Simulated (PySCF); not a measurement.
Geometry relaxation, with input and output: CH6OSi2

- system: CH6OSi2, SMILES [SiH3][C]O[SiH3]
- method: PBE0-D3(BJ)/def2-SVP geometry optimisation, gas phase (PySCF 2.14.0)

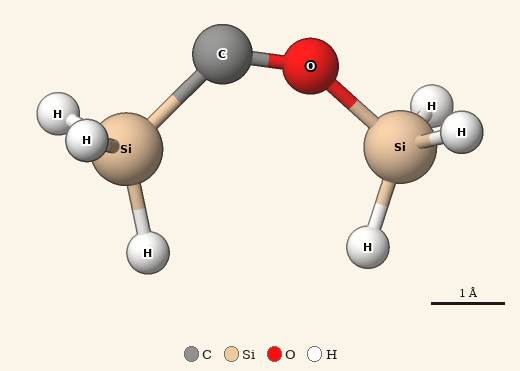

**Figure 1.** The structure as given in the input (ball-and-stick view, seen at a tilt).

**Summary**

```tsv
quantity	value
outcome	converged
total energy	−695.158455 hartree
dipole moment	3.66 D
point group	Cs
hardware	1 CPU thread, shared host
wall time	24 s
peak memory	0.48 GiB
```

**Input file**
```
{"job": {"xc": "PBE0", "basis": "def2-SVP", "d3": "d3bj", "grid": 2, "kind": "geom", "shake": 0.01}, "charge": 0, "multiplicity": 1}
C     -1.134704     0.623897    -0.306494
Si    -1.478491    -1.161906     0.080466
O     -0.027128     1.190242    -0.299934
Si     1.647614     1.029372    -0.035741
H     -2.115080    -1.631862    -1.156892
H     -2.425376    -1.068423     1.189646
H     -0.402674    -2.107478     0.452163
H      2.073663    -0.305558     0.352439
H      1.791178     1.999664     1.061103
H      2.112551     1.406469    -1.335282
```

The first line tells a small driver script what to run in PySCF; the rest is the geometry in Å.

Launch command:
```bash
OMP_NUM_THREADS=1 python <driver script> task.json out
```

**Log**
```
step   0  E = -695.14791013  max force = 0.046613
step   1  E = -695.15729909  max force = 0.007696
step   2  E = -695.15805987  max force = 0.004244
step   3  E = -695.15833167  max force = 0.002417
step   4  E = -695.15838533  max force = 0.001721
step   5  E = -695.15844119  max force = 0.001331
step   6  E = -695.15845118  max force = 0.000860
step   7  E = -695.15845455  max force = 0.000121
optimisation converged
```

**Trajectory as extended XYZ (Å, eV, eV/Å), 8 frames, from step=0 to step=7**
```
10
Properties=species:S:1:pos:R:3:forces:R:3 step=0 energy=-18915.93812
C    -1.1347    0.6239   -0.3065   -2.3969  -0.2582  -0.2491
Si   -1.4785   -1.1619    0.0805    0.3793  -0.2367  -0.0113
O    -0.0271    1.1902   -0.2999    1.5732   1.1547  -0.0834
Si    1.6476    1.0294   -0.0357   -0.5432   0.2431   0.6537
H    -2.1151   -1.6319   -1.1569   -0.2838  -0.2030  -0.3543
H    -2.4254   -1.0684    1.1897   -0.4725  -0.0263   0.4315
H    -0.4027   -2.1075    0.4522    0.3629  -0.5267   0.1715
H     2.0737   -0.3056    0.3524    0.2320  -0.6992   0.1928
H     1.7912    1.9997    1.0611    0.4169   0.1863   0.1091
H     2.1126    1.4065   -1.3353    0.7321   0.3660  -0.8605
10
Properties=species:S:1:pos:R:3:forces:R:3 step=1 energy=-18916.19361
C    -1.2221    0.6469   -0.3229    0.2010   0.3555  -0.0640
Si   -1.4491   -1.1934    0.0922    0.0830  -0.3957   0.0934
O    -0.0900    1.2691   -0.3233    0.0891   0.1407  -0.0094
Si    1.6094    1.0769   -0.0443   -0.3600  -0.0204   0.0687
H    -2.1213   -1.7104   -1.1397   -0.0086   0.0010   0.0076
H    -2.4393   -1.1425    1.2103   -0.0189  -0.0025   0.0040
H    -0.3568   -2.1682    0.4757   -0.0279   0.0116  -0.0070
H     1.9327   -0.3254    0.3346   -0.0066  -0.0468   0.0185
H     1.9309    2.0456    1.0336   -0.0131  -0.0417   0.0284
H     2.2471    1.4762   -1.3146    0.0619  -0.0016  -0.1402
10
Properties=species:S:1:pos:R:3:forces:R:3 step=2 energy=-18916.21431
C    -1.2316    0.6854   -0.3338   -0.0005   0.0610  -0.0153
Si   -1.4117   -1.1761    0.0941    0.0207  -0.2182   0.0547
O    -0.1061    1.3149   -0.3353    0.0556   0.2015  -0.0416
Si    1.5741    1.0598   -0.0455   -0.0369  -0.0279   0.0045
H    -2.0777   -1.7144   -1.1318   -0.0066  -0.0008   0.0015
H    -2.4017   -1.1453    1.2143   -0.0055  -0.0012  -0.0024
H    -0.2980   -2.1237    0.4776   -0.0266   0.0028  -0.0039
H     1.8303   -0.3609    0.3261   -0.0243   0.0134  -0.0057
H     1.9204    1.9981    1.0508    0.0114  -0.0143   0.0123
H     2.2437    1.4370   -1.3148    0.0127  -0.0163  -0.0041
10
Properties=species:S:1:pos:R:3:forces:R:3 step=3 energy=-18916.22171
C    -1.2330    0.7120   -0.3404   -0.0410  -0.1023   0.0188
Si   -1.3845   -1.1716    0.0965    0.0152   0.0094   0.0022
O    -0.1165    1.3602   -0.3473   -0.0721   0.1101  -0.0384
Si    1.5506    1.0564   -0.0476    0.1243  -0.0430   0.0032
H    -2.0507   -1.7201   -1.1249    0.0007   0.0119  -0.0040
H    -2.3743   -1.1516    1.2176    0.0026   0.0128  -0.0034
H    -0.2650   -2.1089    0.4786   -0.0150  -0.0217   0.0036
H     1.7391   -0.3753    0.3180   -0.0178   0.0116  -0.0062
H     1.9255    1.9676    1.0622    0.0099   0.0087  -0.0060
H     2.2501    1.4058   -1.3109   -0.0067   0.0025   0.0303
10
Properties=species:S:1:pos:R:3:forces:R:3 step=4 energy=-18916.22317
C    -1.2305    0.7110   -0.3406    0.0089  -0.0885   0.0225
Si   -1.3793   -1.1751    0.0981    0.0159   0.0529  -0.0094
O    -0.1187    1.3689   -0.3504   -0.0854   0.0527  -0.0259
Si    1.5496    1.0594   -0.0486    0.0796  -0.0333   0.0081
H    -2.0482   -1.7177   -1.1244    0.0011   0.0085  -0.0061
H    -2.3709   -1.1484    1.2173    0.0012   0.0110   0.0009
H    -0.2690   -2.1225    0.4816   -0.0080  -0.0186   0.0037
H     1.7236   -0.3737    0.3152   -0.0124   0.0005  -0.0023
H     1.9302    1.9672    1.0624    0.0036   0.0082  -0.0067
H     2.2546    1.4056   -1.3089   -0.0045   0.0065   0.0152
10
Properties=species:S:1:pos:R:3:forces:R:3 step=5 energy=-18916.22469
C    -1.2249    0.7049   -0.3401    0.0684  -0.0363   0.0180
Si   -1.3677   -1.1798    0.1010   -0.0057   0.0648  -0.0176
O    -0.1240    1.3816   -0.3560   -0.0525  -0.0167  -0.0036
Si    1.5473    1.0629   -0.0501   -0.0125  -0.0067   0.0103
H    -2.0418   -1.7090   -1.1246    0.0018  -0.0021  -0.0029
H    -2.3618   -1.1369    1.2174   -0.0002   0.0004   0.0052
H    -0.2767   -2.1492    0.4872    0.0010  -0.0057   0.0016
H     1.6957   -0.3732    0.3108   -0.0003  -0.0055   0.0017
H     1.9352    1.9672    1.0614   -0.0034   0.0021  -0.0018
H     2.2603    1.4061   -1.3053    0.0033   0.0056  -0.0109
10
Properties=species:S:1:pos:R:3:forces:R:3 step=6 energy=-18916.22496
C    -1.2215    0.7005   -0.3394    0.0442  -0.0127   0.0092
Si   -1.3667   -1.1806    0.1016   -0.0064   0.0358  -0.0103
O    -0.1241    1.3817   -0.3569   -0.0238  -0.0158  -0.0002
Si    1.5481    1.0638   -0.0504   -0.0205   0.0008   0.0034
H    -2.0420   -1.7064   -1.1251    0.0017  -0.0022  -0.0001
H    -2.3612   -1.1326    1.2177    0.0008  -0.0009   0.0022
H    -0.2818   -2.1571    0.4888    0.0022  -0.0015   0.0009
H     1.6947   -0.3727    0.3101    0.0018  -0.0034   0.0013
H     1.9348    1.9691    1.0608   -0.0021  -0.0008   0.0004
H     2.2612    1.4088   -1.3054    0.0021   0.0008  -0.0068
10
Properties=species:S:1:pos:R:3:forces:R:3 step=7 energy=-18916.22505
C    -1.2194    0.6984   -0.3395    0.0040  -0.0028   0.0014
Si   -1.3661   -1.1796    0.1016   -0.0040   0.0030  -0.0015
O    -0.1242    1.3814   -0.3578    0.0035   0.0009  -0.0007
Si    1.5476    1.0634   -0.0506   -0.0062   0.0023  -0.0005
H    -2.0416   -1.7052   -1.1250    0.0005  -0.0011   0.0008
H    -2.3600   -1.1297    1.2183    0.0004  -0.0006   0.0002
H    -0.2831   -2.1584    0.4895    0.0005   0.0006   0.0002
H     1.6938   -0.3734    0.3097    0.0012   0.0003   0.0002
H     1.9333    1.9687    1.0609   -0.0003  -0.0012   0.0010
H     2.2611    1.4090   -1.3055    0.0005  -0.0014  -0.0011
```

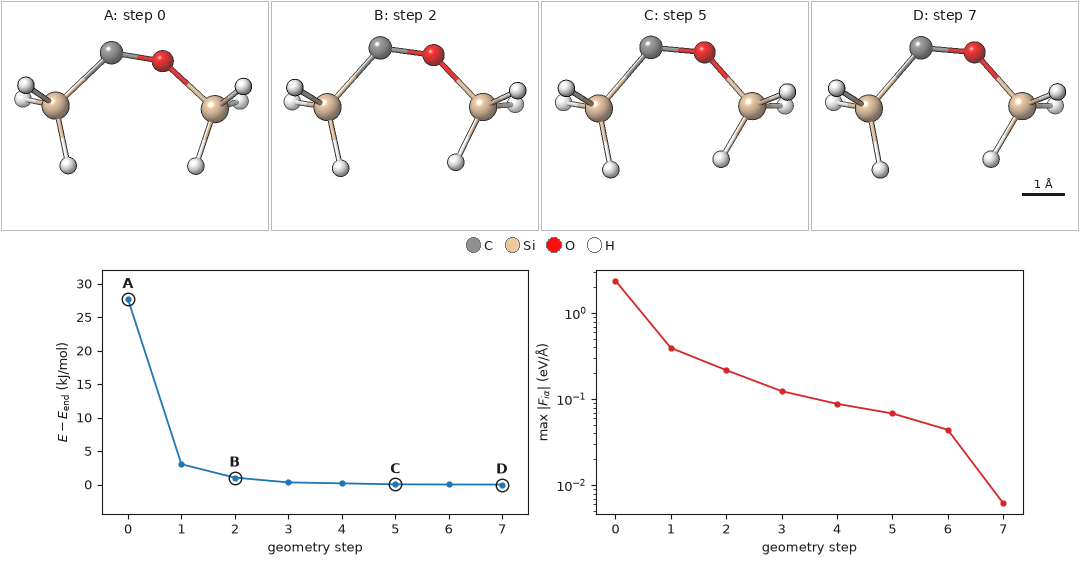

**Figure 2.** Frames of the relaxation (ball-and-stick view, seen at a tilt) above the curves, on which the letters mark them (steps are counted from 0).

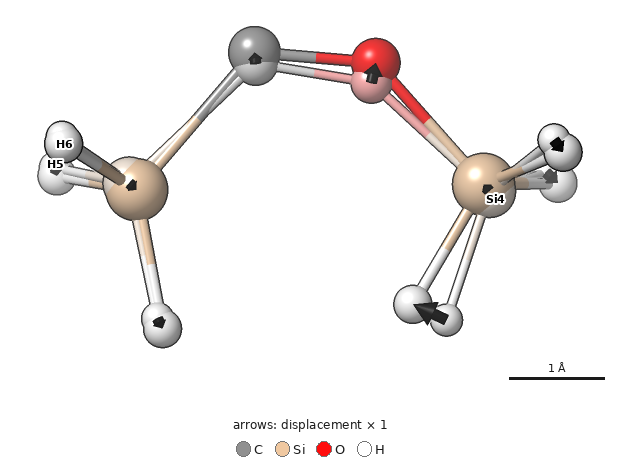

**Figure 3.** Start (faint) and end (solid) with the displacements as black arrows, at true length (ball-and-stick view, seen at a tilt). The two geometries are laid on each other by the best rigid fit. After 7 geometry steps the energy has fallen by 27.7 kJ/mol. The largest force component goes from 2.4 to 0.0062 eV/Å. The atom that moves furthest after the best rigid fit is H8 (0.39 Å). By element the largest moves are H 0.39 Å, O 0.22 Å, C 0.12 Å, Si 0.10 Å. Among the contacts that change: C1–Si2 1.859 → 1.935 Å, Si4–H10 1.431 → 1.484 Å, C1–O3 1.244 → 1.291 Å, Si4–H8 1.454 → 1.488 Å. Among the angles that change: C1–O3–Si4 146.4° → 136.1°, O3–Si4–H9 98.6° → 105.8°, C1–Si2–H7 122.1° → 129.3°. (Atoms are counted from 1 in the order of the input.)
